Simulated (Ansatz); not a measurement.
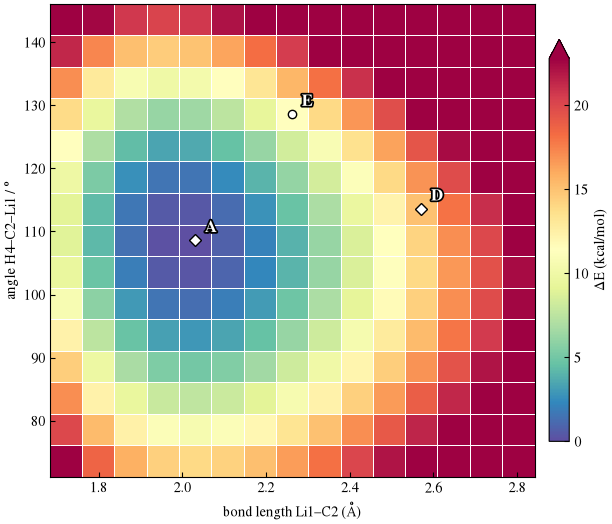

C2H5Li, SMILES [Li][CH2]C. Coordinates scanned: (1) bond length Li1–C2; (2) angle H4–C2–Li1. Nothing is relaxed (all other coordinates rigid). The grid has 15 × 15 points. Points are written as (first, second). Energies are in kcal/mol, from the lowest grid point. Computed with RHF/def2-TZVP (Ansatz 0.2.0).

Drawn: one coloured cell a grid point, one colour for all values above the top of the scale, lettered points.

Rank the lettered points by energy, lowest first.

Answer. A (0.0 kcal/mol), E (11.4 kcal/mol), D (15.1 kcal/mol).

What kind of point is each of A, D, E: minimum, saddle, maximum or slope?

Answer. A: minimum; D: on a slope; E: on a slope. (In these two coordinates alone; a stationary point may lie a little off the grid point.)
